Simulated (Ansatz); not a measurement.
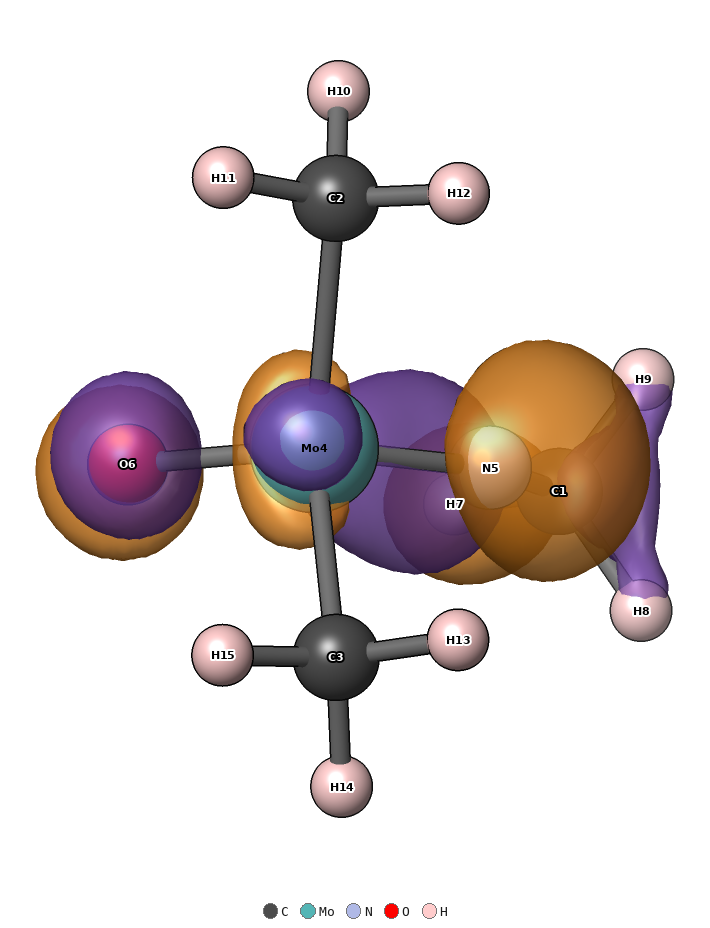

C$_{3}$H$_{9}$MoNO. The HOMO−1 at ±0.15 Å⁻³ᐟ² (orange and purple are the two phases), seen at an oblique angle.

Geometry: PBE0-D4/def2-SVP; core potentials replace the inner electrons of Mo.

Theory: isolated molecule in a Gaussian basis; Kohn-Sham density functional theory, functional PBE0 (Ansatz).

Input

```
crystal:
  periodic: [false, false, false]
  atoms:
    - {symbol: C, position_ang: [-2.694978, 2.137005, 0.743603]}
    - {symbol: C, position_ang: [1.177430, 1.183721, 2.357415]}
    - {symbol: C, position_ang: [-0.092195, -1.223419, 0.098770]}
    - {symbol: Mo, position_ang: [-0.522837, 0.192343, 1.600668]}
    - {symbol: "N", position_ang: [-1.484889, 1.405154, 0.847550]}
    - {symbol: O, position_ang: [-1.403537, -0.510361, 2.844771]}
    - {symbol: H, position_ang: [-3.429387, 1.820564, 1.506680]}
    - {symbol: H, position_ang: [-3.146872, 1.994482, -0.252983]}
    - {symbol: H, position_ang: [-2.504905, 3.216465, 0.871443]}
    - {symbol: H, position_ang: [0.927404, 1.994881, 3.058445]}
    - {symbol: H, position_ang: [1.816993, 0.452110, 2.881692]}
    - {symbol: H, position_ang: [1.736100, 1.621157, 1.511791]}
    - {symbol: H, position_ang: [0.511479, -0.730701, -0.683339]}
    - {symbol: H, position_ang: [-0.994596, -1.637965, -0.376294]}
    - {symbol: H, position_ang: [0.485406, -2.054319, 0.540317]}
basis:
  gaussian:
    orbitals: def2-SVPD
magnetization:
  spin_polarized: false
hamiltonian:
  xc: pbe0
output: {forces: true, orbitals: {seedname: orbitals}}
```

Run with:

```sh
ansatz run input.yaml --threads 2 --pin off --max-ram 6090MiB --events-out events.jsonl --progress --plain --runs-dir runs
```

What is the character of this orbital?

Its weight (Hirshfeld) is mainly on N5 (about 45 %), O6 (about 20 %), Mo4 (about 15 %) and C1 (about 10 %). Its energy is −7.61 eV.
